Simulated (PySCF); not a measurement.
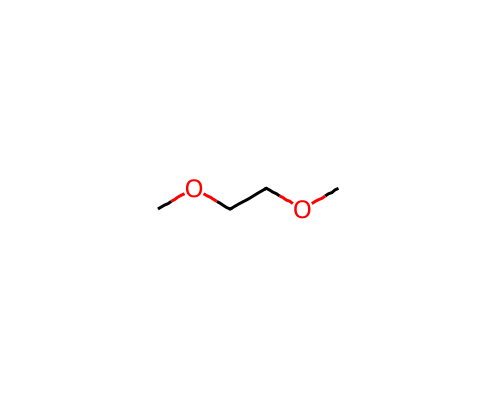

The geometry was computed by an optimisation with PBE0-D3(BJ)/def2-SVP. No frequency run is at hand to confirm it as a minimum. Level of theory: B97-2/pcSseg-1, gas phase (PySCF 2.14.0).

Predict the main results.

The species is C₄H₁₀O₂ (`COCCOC`).
- HOMO energy (Kohn–Sham orbital): −7.09 eV
- LUMO energy (Kohn–Sham orbital): 1.69 eV
- HOMO–LUMO gap: 8.77 eV
